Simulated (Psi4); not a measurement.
# B3LYP/aug-cc-pVDZ run of CH2AlN (SMILES N#[C][AlH2])

What is the vertical ionisation energy of CH2AlN at B3LYP/aug-cc-pVDZ? 

The calculation is run with Psi4 1.11.

## Step 1: Starting point

CH2AlN has 5 atoms, charge 0, and is taken as a singlet. SMILES: `N#[C][AlH2]`. Geometry: relaxed at PBE0-D4/def2-TZVP.

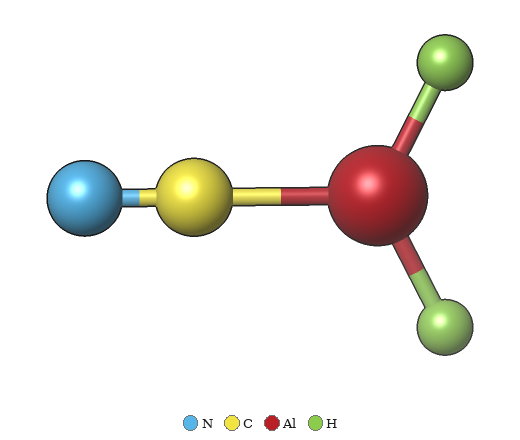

The structure, seen from a chosen angle (nitrogen blue, carbon yellow, aluminium red, hydrogen green).

## Step 2: Energy and forces at B3LYP/aug-cc-pVDZ

input.inp reads:

```
memory 2200 MB

molecule molecule1 {
  0 1
  N      1.382300    -1.346000     1.394200
  C      0.714200    -0.698000     0.711800
  Al    -0.407200     0.390000    -0.434600
  H     -1.629700    -0.322900    -1.120200
  H     -0.009700     1.903200    -0.592600
  symmetry c1
  no_reorient
  no_com
}

set basis aug-cc-pVDZ
set reference rks
set puream true
set e_convergence 1e-09
set d_convergence 1e-08
set scf_type pk
set dft_radial_points 99
set dft_spherical_points 590

energy_value, wavefunction = gradient("b3lyp", return_wfn=True)
oeprop(wavefunction, "QUADRUPOLE", "WIBERG_LOWDIN_INDICES", "MAYER_INDICES")
```

Command:

```
$ psi4 -n 1 input.inp input.out
```

input.out:

```text
[...]
  Running in c1 symmetry.
[...]
  Nuclear repulsion =   69.014155576228063
[...]
  Multiplicity = 1
[...]
  Nalpha       = 14
  Nbeta        = 14
[...]
    Number of basis functions: 91
[...]
   @RKS iter   1:  -336.33403539506440   -6.74118e-01   5.81075e-03 DIIS/ADIIS
[...]
   @RKS iter  10:  -336.49793787856476   -3.18323e-12   4.05907e-09 DIIS
[...]
    Orbital Energies [Eh]
    ---------------------
    Doubly Occupied:
       1A    -56.107589     2A    -14.348174     3A    -10.206913
       4A     -4.189283     5A     -2.747373     6A     -2.740355
       7A     -2.738214     8A     -0.915493     9A     -0.522439
      10A     -0.407137    11A     -0.363507    12A     -0.357974
      13A     -0.357796    14A     -0.332173
[...]
  @RKS Final Energy:  -336.49793787856476
   => Energetics <=
    Nuclear Repulsion Energy =             69.0141555762280632
    One-Electron Energy =                -600.0573031407861890
    Two-Electron Energy =                 220.1012829262645596
    DFT Exchange-Correlation Energy =     -25.5560732402712141
    Empirical Dispersion Energy =           0.0000000000000000
    VV10 Nonlocal Energy =                  0.0000000000000000
    Total Energy =                       -336.4979378785647555
[...]
  -Total Gradient:
     Atom            X                  Y                   Z
    ------   -----------------  -----------------  -----------------
       1       -0.016074708475     0.015594309494    -0.016425190966
       2        0.013011644937    -0.012629211965     0.013297316433
       3        0.002707193521    -0.002615763363     0.002767501075
       4        0.000535052130     0.000313804271     0.000297151380
       5       -0.000179213325    -0.000663097910     0.000063164332
[...]
 Multipole Moments:
 ------------------------------------------------------------------------------------
     Multipole            Electronic (a.u.)      Nuclear  (a.u.)        Total (a.u.)
 ------------------------------------------------------------------------------------
 L = 1.  Multiply by 2.5417464519 to convert [e a0] to [Debye]
 Dipole X            :        -14.0697416           13.2815621           -0.7881795
 Dipole Y            :         13.9166283          -13.1519269            0.7647013
 Dipole Z            :        -13.4052428           12.5999379           -0.8053049
 Magnitude           :                                                    1.3618043
 L = 2.  Multiply by 1.3450342976 to convert [e a0^2] to [Debye ang]
 Quadrupole XX       :        -96.8534928           75.8756035          -20.9778893
 Quadrupole XY       :         64.1080519          -62.7501623            1.3578896
[...]
```

Run time: 31 s. Hardware: 1 thread of AMD EPYC 7R43 (Zen 3), shared host; peak memory 1.1 GiB.

## Step 3: The doublet cation

job.py reads:

```python
import psi4

psi4.set_memory(2200000000)
psi4.set_num_threads(1)
psi4.set_output_file('ch2aln.out', False)

geom = psi4.geometry("""
1 2
N      1.382300    -1.346000     1.394200
C      0.714200    -0.698000     0.711800
Al    -0.407200     0.390000    -0.434600
H     -1.629700    -0.322900    -1.120200
H     -0.009700     1.903200    -0.592600
symmetry c1
no_reorient
no_com
""")

options = {'reference': 'uks', 'puream': True, 'e_convergence': 1e-09, 'd_convergence': 1e-08, 'scf_type': 'pk', 'dft_radial_points': 99, 'dft_spherical_points': 590, 'maxiter': 100}
psi4.set_options(options)

result, w = psi4.gradient('b3lyp/aug-cc-pVDZ', return_wfn=True)
psi4.oeprop(w, 'MULLIKEN_CHARGES', 'MAYER_INDICES', 'QUADRUPOLE')
print('gradient / Eh bohr^-1')
print(result.np.round(6))
print(f'energy = {w.energy():.10f} Eh')
```

Command:

```
$ python job.py
```

ch2aln.out (excerpt; [...] marks lines left out):

```text
[...]
  Running in c1 symmetry.
[...]
  Nuclear repulsion =   69.014155576228063
[...]
  Multiplicity = 2
[...]
  Nalpha       = 14
  Nbeta        = 13
[...]
    Number of basis functions: 91
[...]
   @UKS iter   1:  -335.88364571954367   -2.23728e-01   5.85905e-03 ADIIS/DIIS
[...]
   @UKS iter  15:  -336.07610162699035   -4.26326e-12   5.97619e-09 DIIS
[...]
   @S^2 Observed:                7.663053203E-01
[...]
  @UKS Final Energy:  -336.07610162699035
   => Energetics <=
    Nuclear Repulsion Energy =             69.0141555762280632
    One-Electron Energy =                -592.8529237495658890
    Two-Electron Energy =                 213.0580679274064266
    DFT Exchange-Correlation Energy =     -25.2954013810589302
    Empirical Dispersion Energy =           0.0000000000000000
    VV10 Nonlocal Energy =                  0.0000000000000000
    Total Energy =                       -336.0761016269902939
[...]
  -Total Gradient:
     Atom            X                  Y                   Z
    ------   -----------------  -----------------  -----------------
       1       -0.042485094843     0.041207824609    -0.043400662794
       2        0.043734960603    -0.042419505326     0.044680727340
       3       -0.012900759115     0.012505419438    -0.013188746935
       4        0.012813679631     0.003954970379     0.008230530293
       5       -0.001162910888    -0.015248578401     0.003677998674
[...]
 Multipole Moments:
 ------------------------------------------------------------------------------------
     Multipole            Electronic (a.u.)      Nuclear  (a.u.)        Total (a.u.)
 ------------------------------------------------------------------------------------
 L = 1.  Multiply by 2.5417464519 to convert [e a0] to [Debye]
 Dipole X            :        -14.1221570           13.2815621           -0.8405949
 Dipole Y            :         13.9576591          -13.1519269            0.8057321
 Dipole Z            :        -13.4936804           12.5999379           -0.8937425
 Magnitude           :                                                    1.4678486
 L = 2.  Multiply by 1.3450342976 to convert [e a0^2] to [Debye ang]
 Quadrupole XX       :        -89.8680479           75.8756035          -13.9924445
 Quadrupole XY       :         62.7384542          -62.7501623           -0.0117081
[...]
  Mulliken Charges: (a.u.)
   Center  Symbol    Alpha    Beta     Spin     Total
[...]
```

Standard output:

```text
gradient / Eh bohr^-1
[[-0.042485  0.041208 -0.043401]
 [ 0.043735 -0.04242   0.044681]
 [-0.012901  0.012505 -0.013189]
 [ 0.012814  0.003955  0.008231]
 [-0.001163 -0.015249  0.003678]]
energy = -336.0761016270 Eh
```

Run time: 51 s. Hardware: 1 thread of AMD EPYC 7R43 (Zen 3), shared host; peak memory 1.1 GiB.

## Step 4: What came out

Level: B3LYP/aug-cc-pVDZ.

```
                                          quantity          value
                      singlet CH2AlN: total energy  -336.49794 Eh
                     singlet CH2AlN: dipole moment         3.46 D
                       singlet CH2AlN: HOMO energy       -9.04 eV
                       singlet CH2AlN: LUMO energy       -2.85 eV
                     singlet CH2AlN: HOMO–LUMO gap        6.19 eV
          singlet CH2AlN: largest force on an atom     1.428 eV/Å
                      doublet cation: total energy  -336.07610 Eh
doublet cation: HOMO energy (highest over α and β)      -15.64 eV
 doublet cation: LUMO energy (lowest over α and β)      -13.93 eV
                              doublet cation: ⟨S²⟩          0.766
          doublet cation: largest force on an atom     3.885 eV/Å
vertical ionisation energy (to the doublet cation)      11.479 eV
```

What this shows: Removing an electron at fixed nuclei costs 11.48 eV (265 kcal/mol). The largest force (singlet CH2AlN) is 1.43 eV/Å: the shape isn't a stationary point for this species at this level. The negative HOMO energy of the first species, 9.04 eV, lies 2.44 eV below that difference. Mulliken charges (doublet cation) run from -0.01 on C2 to +0.32 on Al3; in a basis this large or diffuse they mean little.
